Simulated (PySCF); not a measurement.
C₄H₁₆In₂N₂, singlet at its GFN2-xTB optimised geometry (Å):

```
24

In    -1.0396     1.9137     2.1832
In     0.0277    -0.3781     0.0000
N     -0.5269    -0.2809     2.1822
H     -1.3051    -0.8869     2.4335
H      0.2325    -0.5255     2.8142
C      0.7212     2.8462     3.1491
H      0.7436     3.9181     2.9622
H      1.6181     2.3894     2.7327
H      0.6996     2.6791     4.2245
C     -3.2530     1.9571     2.1478
H     -3.6106     2.9383     1.8410
H     -3.6608     1.7277     3.1304
H     -3.5954     1.2103     1.4326
N     -0.4878     1.8161     0.0000
H     -1.2507     2.0624    -0.6271
H      0.2905     2.4196    -0.2571
C      2.2420    -0.3781     0.0000
H      2.6248    -0.1353    -0.9896
H      2.6294    -1.3511     0.2959
H      2.5799     0.3751     0.7107
C     -1.7323    -1.3526    -0.9252
H     -1.7309    -1.2135    -2.0046
H     -2.6294    -0.8994    -0.5051
H     -1.7348    -2.4196    -0.7099
```

Method: PBE0/def2-SVP, def2 effective core potentials past Kr (PySCF). The core electrons that the potentials of In replace are not part of the density. Cells within 0.4 Å of a nucleus heavier than hydrogen are left out (blank, or x).

Map of the Laplacian of the electron density (e/bohr⁵), clipped to [-1.50, 1.50] on the plane z = 0.0 Å:

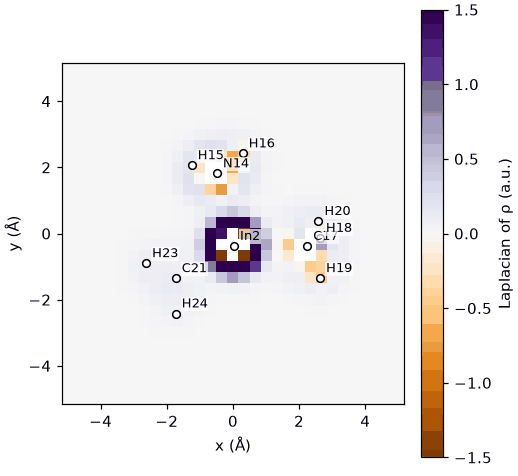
Fig. 1. Laplacian of the electron density (e/bohr⁵), clipped to [-1.50, 1.50] on the plane z = 0.0 Å.
